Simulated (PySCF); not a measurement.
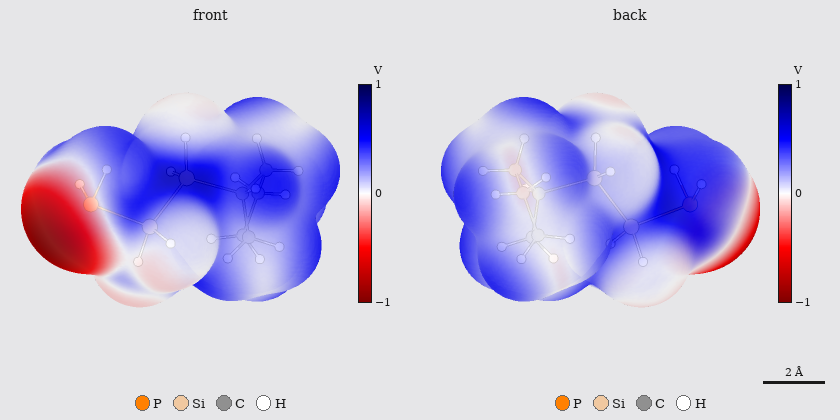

Figure 1: C5H15PSi2. The molecular electrostatic potential painted on the density surface at 0.001 e/bohr³, seen from the front and from behind; the colour scale runs from red (negative) to blue (positive).

Geometry: GFN2-xTB.

Theory: PBE0/pcSseg-1, SCF density, gas phase, non-relativistic in PySCF 2.14.0.

Input file:

```
{"job": {"kind": "nmr", "xc": "PBE0", "basis": "pcSseg-1"}, "charge": 0, "multiplicity": 1}
P      4.637473     0.066070     0.105430
Si     2.570873    -0.761727    -0.117324
Si     0.891703     0.850857    -0.079197
C     -0.685209     0.161058    -0.909160
C     -1.077363    -1.222322    -0.393853
C     -1.743535    -0.928796     0.949660
C     -2.400939     0.453612     0.784208
C     -1.928650     0.987019    -0.574898
H      4.479789     1.064711    -0.835621
H      4.319743     0.920859     1.143307
H      2.473570    -1.749147     0.969281
H      2.634851    -1.546816    -1.359975
H      0.597554     1.307506     1.290283
H      1.240753     2.086385    -0.806549
H     -0.524967     0.133450    -1.990822
H     -1.799867    -1.677937    -1.075859
H     -0.229553    -1.901898    -0.297528
H     -0.986778    -0.896167     1.734482
H     -2.468647    -1.695558     1.220346
H     -3.487965     0.383556     0.815281
H     -2.092560     1.121948     1.587322
H     -1.725831     2.056971    -0.546131
H     -2.699197     0.813350    -1.329668
```

Launched as:

```sh
OMP_NUM_THREADS=1 python probes_run.py task.json out
```

Where is the surface potential most negative and most positive?

The most negative region (about −1.0 V) lies over P1, the most positive (about +0.6 V) over Si2 and Si3.

How polar is the molecule by this calculation?

Its dipole moment is 1.95 D.
